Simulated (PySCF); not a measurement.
# Run report: C4H7FN, EPR calculation

System: C4H7FN, multiplicity 2.
Method: UKS B3LYP, pcH-1 on C F H N, non-relativistic, mean-field spin-orbit, GIAO (PySCF 2.14.0).

It belongs to a series of runs on one base structure; here: H removed from sp3 C.

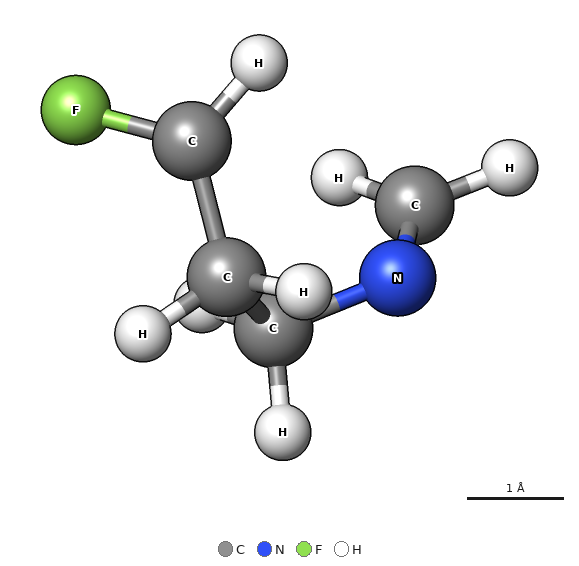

Fig. 1: The structure (ball-and-stick view, seen at a tilt). Bond lengths as drawn: C–C 1.47 to 1.56 Å, C–F 1.35 Å, C–H 1.08 to 1.10 Å and C–N 1.25 to 1.43 Å.

Summary:

- outcome: converged
- total energy: −311.160564 hartree
- ⟨S²⟩: 0.754
- isotropic g: 2.0038
- hardware: 1 CPU thread, shared host
- wall time: 28 s
- peak memory: 0.85 GiB

Input:
```
{"job": {"kind": "epr", "basis": "pcH-1"}, "charge": 0, "multiplicity": 2}
C      1.931127     0.623872    -0.559948
N      1.335458     0.043739     0.375819
C      0.300571    -0.896981     0.098406
C     -1.050662    -0.369862     0.676575
C     -1.593862     0.757421    -0.086152
F     -2.248727     0.477245    -1.231280
H      2.699462     1.341675    -0.314846
H      1.733195     0.447530    -1.623829
H      0.181621    -1.107775    -0.976874
H      0.548835    -1.820933     0.626992
H     -0.869821    -0.058614     1.705213
H     -1.759941    -1.199427     0.656269
H     -1.211644     1.762596    -0.057318
```

The first line tells a small driver script what to run in PySCF; the rest is the geometry in Å.

Launch command:
```bash
OMP_NUM_THREADS=1 python <driver script> task.json out
```

Log:
```
UKS, coarse grid
  cycle   1  E = -311.10576452  |g| = 3.72e-01
  cycle   2  E = -311.04413732  |g| = 5.72e-01
  cycle   3  E = -311.15750253  |g| = 8.38e-02
  cycle   4  E = -311.15974300  |g| = 4.50e-02
  cycle   5  E = -311.16053354  |g| = 1.45e-02
  cycle   6  E = -311.16061592  |g| = 4.62e-03
  cycle   7  E = -311.16062615  |g| = 9.57e-04
  cycle   8  E = -311.16062702  |g| = 4.79e-04
UKS, final grid
  cycle   1  E = -311.16056379  |g| = 5.20e-04
  cycle   2  E = -311.16056372  |g| = 6.52e-04
  cycle   3  E = -311.16056392  |g| = 6.07e-05
  cycle   4  E = -311.16056392  |g| = 3.22e-05
  cycle   5  E = -311.16056392  |g| = 1.76e-05
E = -311.16056392 Eh   <S^2> = 0.7535 (exact 0.7500)
g shifts (ppm)      1          2          3
  rmc          -201       -201       -201
  gc              1         31         26
  oz_so         -67       2214       2781
  total        -267       2044       2607
hyperfine (MHz)  atom isotope    a_iso     a_fc   dipolar eigenvalues
    0   13C       3.27       3.27     -0.92     -0.14      1.06
    1   14N      -0.59      -0.59     -0.34     -0.10      0.44
    2   13C      76.80      76.80     -6.98     -6.61     13.60
    3   13C     -22.18     -22.18     -1.77     -1.48      3.26
    4   13C     158.97     158.97    -84.47    -81.82    166.29
    5   19F     159.10     159.10   -269.87   -231.97    501.84
    6    1H      -0.43      -0.43     -1.18     -0.77      1.95
    7    1H       0.10       0.10     -1.79     -1.02      2.81
    8    1H      -4.84      -4.84     -5.14     -1.61      6.74
    9    1H       4.85       4.85     -4.15     -1.64      5.79
   10    1H      25.85      25.85     -5.94     -4.61     10.55
   11    1H      33.91      33.91     -5.47     -4.64     10.11
   12    1H     -52.28     -52.28    -37.86     -1.95     39.81
```

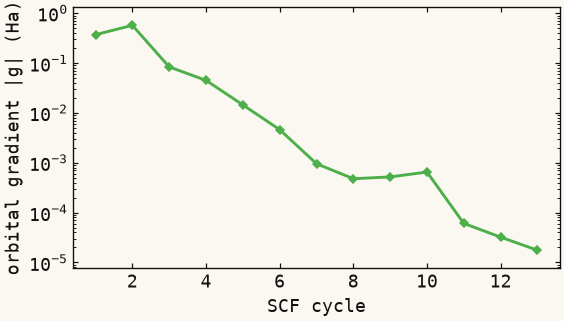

Fig. 2: Convergence of the self-consistent field: orbital gradient |g| against the SCF cycle. All cycles printed in the log are drawn one after another.

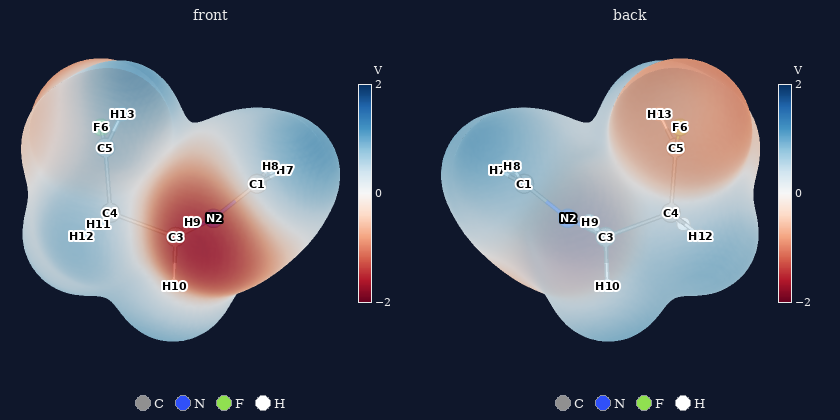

Fig. 3: The molecular electrostatic potential painted on the density surface at 0.002 e/bohr³, seen at a tilt and from behind; red is negative and blue positive. A positive charge is drawn to the negative regions and a negative charge to the positive ones.

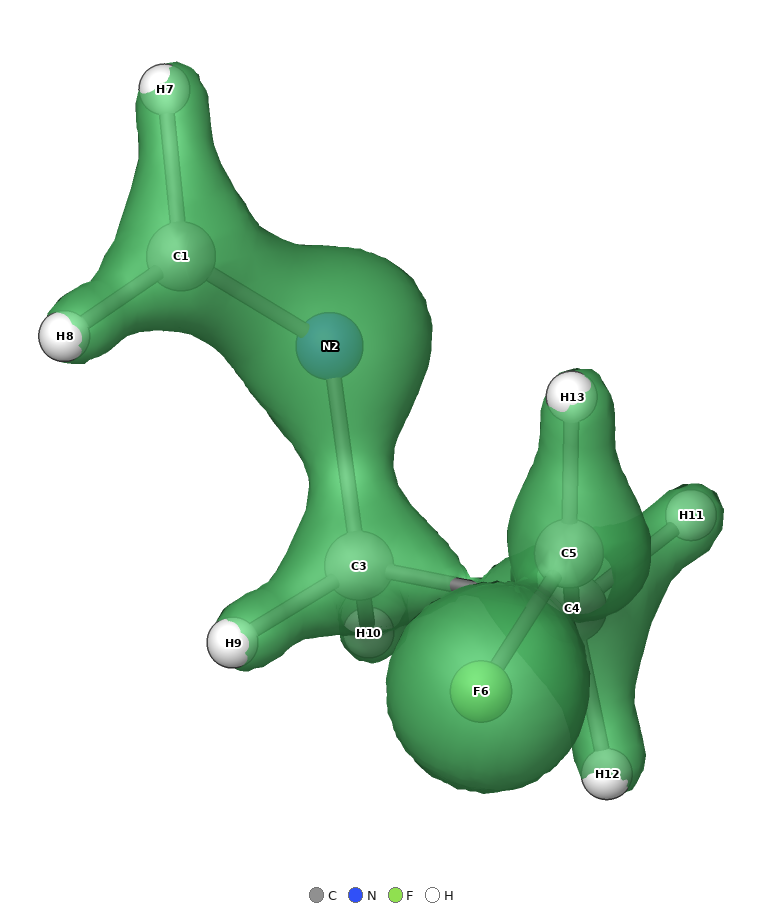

Fig. 4: Isosurface of the electron density at 1.5 e/Å³ (green), seen at an oblique angle. At this value the surface is in one piece. On the grid the lowest density along these lines, outside the cores, is 2.7 e/Å³ (C–N, 1.25 Å), 1.7 e/Å³ (C–F, 1.35 Å), 1.8 e/Å³ (C–C, 1.47 Å) and 2 e/Å³ (C–H, 1.08 Å).
